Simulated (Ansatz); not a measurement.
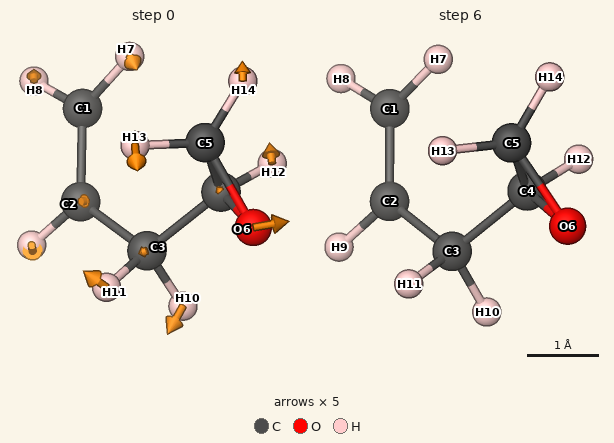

The structure of C₅H₈O (coarse preliminary run) before (left) and after (right) a relaxation, at one scale. The orange arrows give the displacements, magnified 5 times.

The picture is a ball-and-stick view, seen from a free direction.

The start comes from a force field.

Computed with RKS PBE-D4/def2-SVP in Ansatz 0.2.0. Set-up: force threshold 0.03 eV/Å; at most 200 steps.

What changed between the two?

Answer. The energy falls by 38.3 kJ/mol in 5 accepted moves (6 points after the start). The largest force component goes from 3.6 to 0.019 eV/Å. The line search rejected the trial step at point 2 of the run. The atom that moves furthest after the best rigid fit is H13 (0.13 Å). By element the largest moves are H 0.13 Å, O 0.11 Å, C 0.04 Å. Near-neighbour distances that change, for instance: C2–H9 1.032 → 1.105 Å, C5–H14 1.050 → 1.107 Å, C1–H8 1.054 → 1.101 Å, C5–O6 1.388 → 1.429 Å. Among the angles between lasting bonds that change: O6–C4–H12 117.6° → 114.3°, C4–C5–H13 116.1° → 119.0°, O6–C5–H14 118.8° → 116.0°. The run took of the order of 40 core-seconds on a shared host.
